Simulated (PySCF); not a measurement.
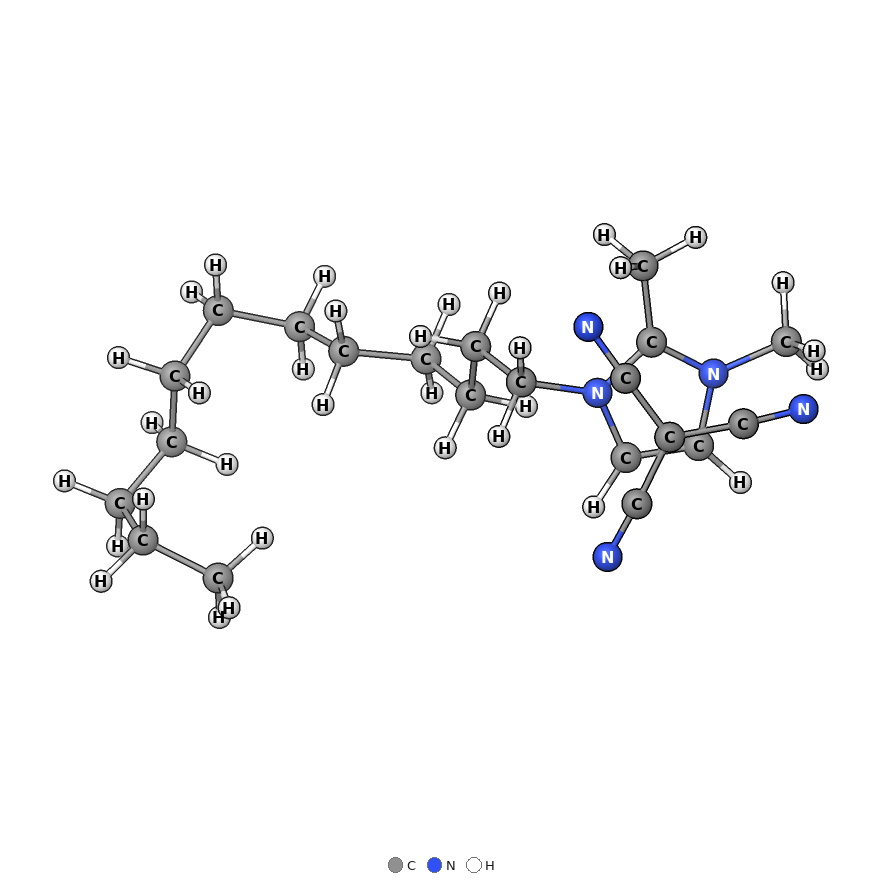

Computed geometry: GFN2-xTB optimisation. No frequency run is at hand to confirm it as a minimum. Properties computed with CAM-B3LYP/def2-SVP, gas phase (PySCF 2.14.0). Excitations: vertical, Tamm–Dancoff approximation.

**What is the dipole moment?**

10.54 D.

**Estimate the HOMO energy (Kohn–Sham orbital).**

−6.61 eV.

**Give the lowest vertical singlet excitation at this level.**

4.19 eV.

**What is the LUMO energy (Kohn–Sham orbital)?**

0.20 eV.
